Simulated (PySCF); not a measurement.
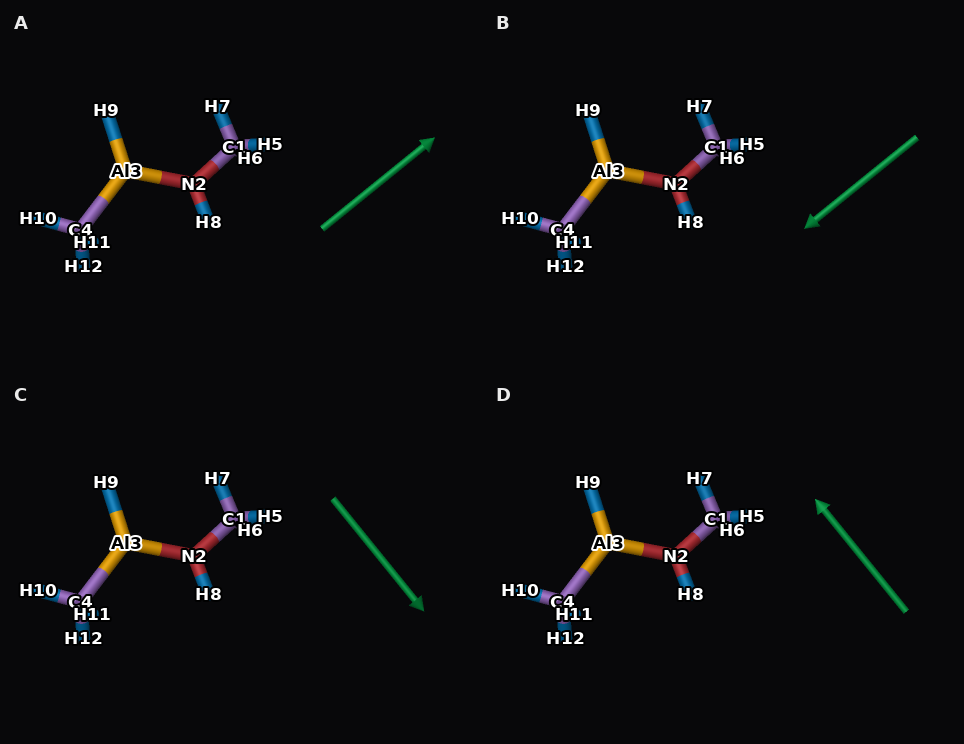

The same molecule four times, each with an arrow. Computed geometry: PBE0-D3(BJ)/def2-SVP optimisation. No frequency run is at hand to confirm it as a minimum. Method: KT2/pcSseg-2, gas phase (PySCF 2.14.0).

> Which arrow points along the dipole moment, from the negative to the positive end?

C. The dipole moment is 1.08 D; it points from the side of H9 to the side of H8 (the outermost atoms at the two ends).
